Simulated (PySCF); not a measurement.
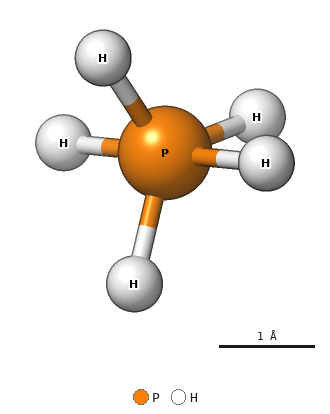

The structure (ball-and-stick view, seen at a tilt). Bond lengths as drawn: H–P 1.43 to 1.48 Å.

## Frequency calculation, with input and output: PH₅

- system: PH₅
- method: RKS-based PBE0, P def2-TZVP, H def2-TZVP; non-relativistic Hamiltonian; density fitting (PySCF 2.14.0)

### Input file
```python
from pyscf import gto, scf, dft
mol = gto.M(atom='''
P     -0.000000     0.000000     0.000000
H     -0.000000     0.000000     1.481144
H      0.000000    -0.000000    -1.481144
H      1.427353     0.000008     0.000000
H     -0.713683     1.236120    -0.000000
H     -0.713669    -1.236128     0.000000''',
    basis={'P': 'def2-TZVP', 'H': 'def2-TZVP'},
    charge=0, spin=0)
mf = dft.RKS(mol, xc='PBE0')
mf.grids.atom_grid = (75, 302)
aux = {'P': 'def2-universal-JKFIT', 'H': 'def2-universal-JKFIT'}
mf = mf.density_fit(auxbasis=aux)
mf.conv_tol = 1e-09
mf.diis_space = 10
mf.max_cycle = 60
mf.verbose = 4
mf.kernel()
```

The script is an equivalent of the set-up of the self-consistent field. The run itself was carried out by a driver, which started from the orbitals of the step before it where there was one and computed the further properties.

Hardware: 2 threads of Arm Neoverse N1, 98 GiB of memory available, shared host.

Launched with:
```bash
OMP_NUM_THREADS=2 python axn.py task.json out
```

### Output
```
init E= -344.12888069958
  HOMO = -0.225756065572414  LUMO = 0.0116556969857893  gap/eV = 6.46030
cycle= 1 E= -344.12888069958  delta_E= 1.71e-13  |g|= 1.35e-07  |ddm|= 4.55e-07
  HOMO = -0.225756065061134  LUMO = 0.0116556918050481  gap/eV = 6.46030
Extra cycle  E= -344.128880699582  delta_E= -1.42e-12  |g|= 8.97e-08  |ddm|= 2.26e-07
converged SCF energy = -344.128880699582
```

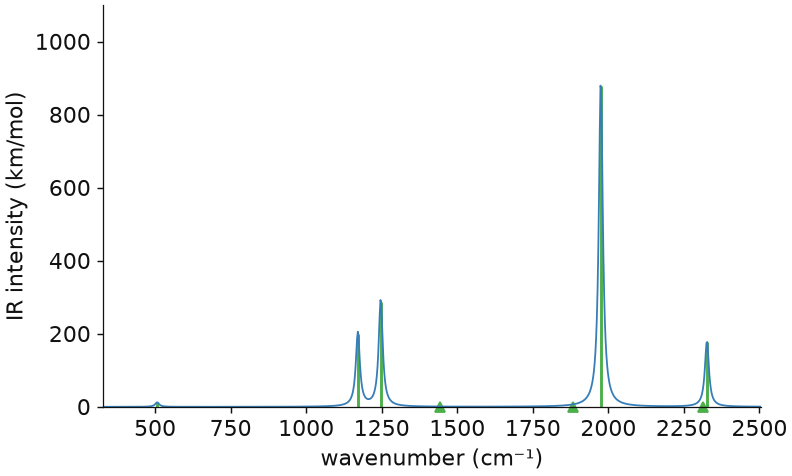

Harmonic infrared spectrum, unscaled: sticks (degenerate modes added up, dark ones marked on the axis) with a Lorentzian envelope of 16 cm⁻¹ full width, scaled to the tallest stick. 12 modes from 507 to 2326 cm⁻¹, none imaginary. The strongest line is at 1975 cm⁻¹ (879 km/mol). All modes, in cm⁻¹ (km/mol): 507 (6.1), 507 (6.1), 1171 (199), 1247 (144), 1247 (144), 1443 (0.0), 1443 (0.0), 1881 (0.0), 1975 (879), 2314 (0.0), 2326 (88), 2326 (88).

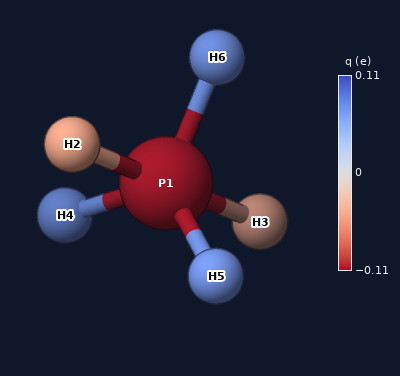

Mulliken charges, as the colour of each atom (ball-and-stick view, seen at a tilt; atoms are numbered from 1 in the order of the input). By element: P −0.11 and H −0.04 to +0.06 e.

### Key numbers

| quantity | value |
| --- | --- |
| outcome | converged |
| total energy | −344.128881 hartree |
| HOMO | −6.14 eV |
| LUMO | 0.32 eV |
| zero-point energy | 0.041884 hartree |
| dipole moment | 0.00 D |
| wavenumbers, lowest and highest | 507 and 2326 cm⁻¹ |
| wall time | 20 s (CPU time 33 s) |
| peak memory | 1 GiB |
